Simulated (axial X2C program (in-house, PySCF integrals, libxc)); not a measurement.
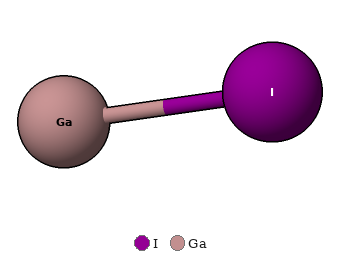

*The molecule at the reference distance of 2.599 Å.*

**Relativistic diatomic calculation for IGa**

- system: IGa. The reference is closed-shell IGa; the roots are vertical excitation energies. The distance is the PBE0 minimum at charge 0.
- method: EOM-EE-CCSD, two-component X2C with atomic mean-field Coulomb and Gaunt terms, I dyall-acv3z, Ga dyall-acv3z (cores contracted) (axial X2C program (in-house, PySCF integrals, libxc))

**Output**
```
two-component X2C + atomic mean field  HF
basis functions 264  fitting functions 1391  grid points 5802
iter        total energy     max residual
   1      -9050.155333093     7.74e+00
   2      -9051.377128846     5.35e-01
   3      -9051.499542503     3.11e-01
   4      -9051.504882964     3.43e-02
   5      -9051.505063376     9.89e-03
   6      -9051.505116359     6.78e-03
   7      -9051.505122651     6.01e-04
   8      -9051.505123979     8.92e-04
   9      -9051.505124205     1.93e-04
  10      -9051.505124242     5.05e-05
  11      -9051.505124250     1.93e-05
  12      -9051.505124253     1.09e-05
  13      -9051.505124254     9.05e-06
  14      -9051.505124254     1.44e-06
converged
one-electron -13121.63803676  Coulomb 3995.38562144  exact exchange -254.80870432  xc functional 0.00000000  nuclear repulsion 334.52795596  atomic mean-field constant -4.97196058
correlated 10  virtual 372  natural virtual 88  E(MP2) -0.194315840  MP2 remainder -0.022008274
iter   CCSD correlation   residual
   1     -0.189091339   1.25e-01
   2     -0.196016844   4.82e-02
   3     -0.196841637   1.60e-02
   4     -0.196843023   5.32e-03
   5     -0.196858297   1.38e-03
   6     -0.196856395   6.01e-04
   7     -0.196856311   2.30e-04
   8     -0.196857841   8.29e-05
   9     -0.196857538   3.35e-05
  10     -0.196857501   1.67e-05
  11     -0.196857354   8.68e-06
  12     -0.196857331   3.88e-06
  13     -0.196857324   1.60e-06
(T) -0.007906946312148617  T1 0.0194  D1 0.0271  max T2 0.042
EOM-EE-CCSD roots
2*Omega      energy/Eh   energy/eV  one-particle weight
    0       0.11246266      3.0603      0.959
    0       0.11292383      3.0728      0.959
    0       0.16178845      4.4025      0.917
    0       0.17596513      4.7883      0.904
    0       0.18472897      5.0267      0.911
    2       0.11449781      3.1156      0.959
    2       0.14993609      4.0800      0.927
    2       0.15953546      4.3412      0.914
    2       0.18530293      5.0423      0.912
    4       0.11682137      3.1789      0.959
    4       0.16347351      4.4483      0.909
    4       0.18960690      5.1595      0.907
    6       0.16445890      4.4752      0.915
```

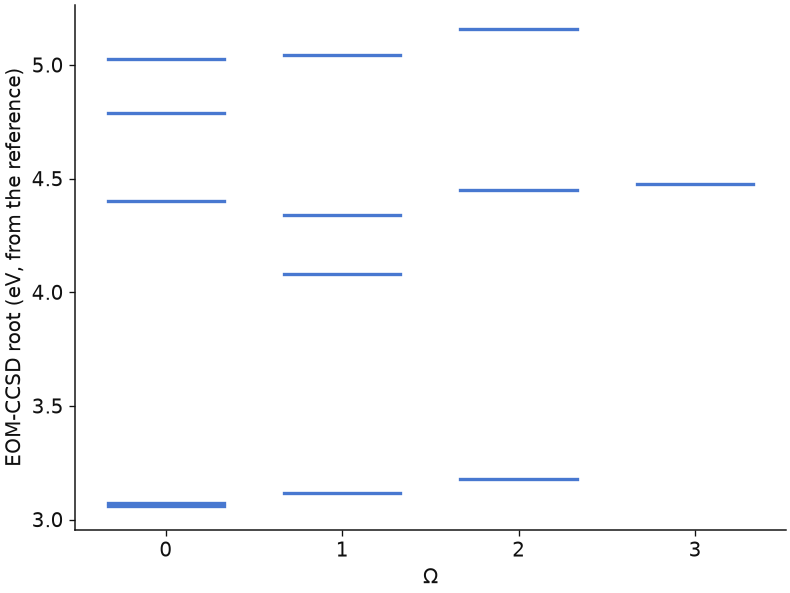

*EOM-CCSD roots by Ω at 2.60 Å.*

The lowest has Ω = 0 and lies at 3.060 eV, with one-particle weight 0.96.

**Input file**
```
{"zs": [53, 31], "q": 0, "bas": ["dyall-acv3z", "dyall-acv3z"], "r0": 2.57, "eom": "ee", "thr": -1.0, "nmax": 88}
```

The line is the task of a batch: nuclear charges, charge, bases, a first guess of the distance and further settings. This report covers the levels named above. The log is that of the reference distance 2.599 Å.

Launched within a batch (the task file carries these settings):
```bash
python <driver script> task.json out
```

**Results in brief**

```tsv
quantity	value
outcome	converged
HF energy of the reference IGa	−9051.50512 hartree
MP2 energy of the reference IGa	−9051.69944 hartree
CCSD energy of the reference IGa (with the MP2 share of the virtual spinors left out of the coupled-cluster step)	−9051.72399 hartree
CCSD(T) energy of the reference IGa	−9051.73190 hartree
T1 diagnostic (spinor form; for a closed shell √2 times the usual value)	0.019
hardware	1 thread of Arm Neoverse V2, 24 GiB of memory available, shared host
wall time	19 s
peak memory	0.78 GiB
```
